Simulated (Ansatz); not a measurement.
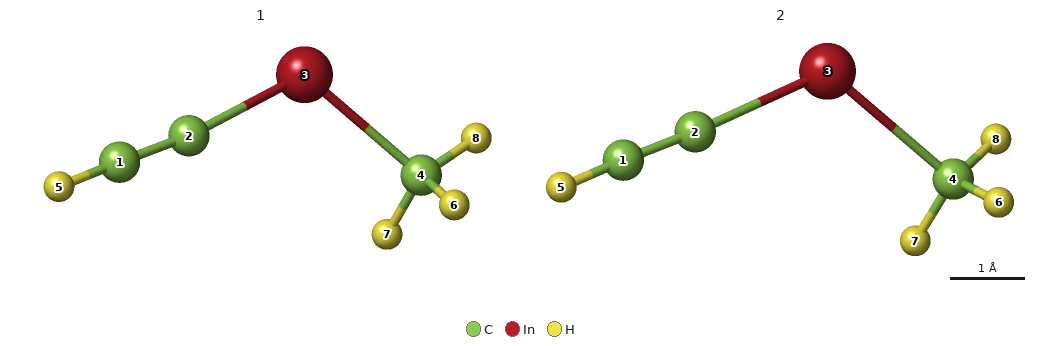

Two geometries of C3H4In (multiplicity 2), drawn at one scale. One is the start of a relaxation, the other its converged end. Style: ball-and-stick. Shown at a tilt.

All numbers below come from UKS PBE0-D4/def2-TZVP (Ansatz 0.2.0). (force threshold 0.005 eV/Å; at most 150 steps)

Which geometry has the lower energy?

Structure 1 is the relaxed one. The start comes from GFN2-xTB. After 14 accepted moves (15 points after the start) the energy has fallen by 29.0 kJ/mol. Largest force component: 1.8 eV/Å at the start, 0.0033 eV/Å at the end. The line search rejected the trial step at point 4 of the run. H6 moves most after the best rigid fit: 0.37 Å. Largest moves by element: H 0.37 Å, C 0.25 Å, In 0.19 Å. Near-neighbour distances that change, for instance: In3–C4 2.421 → 2.188 Å, C2–In3 2.288 → 2.132 Å, C1–H5 1.059 → 1.067 Å, C1–C2 1.208 → 1.213 Å. Among the angles between lasting bonds that change: C2–In3–C4 121.4° → 116.6°, C1–C2–In3 177.2° → 174.2°, In3–C4–H8 108.7° → 111.5°.
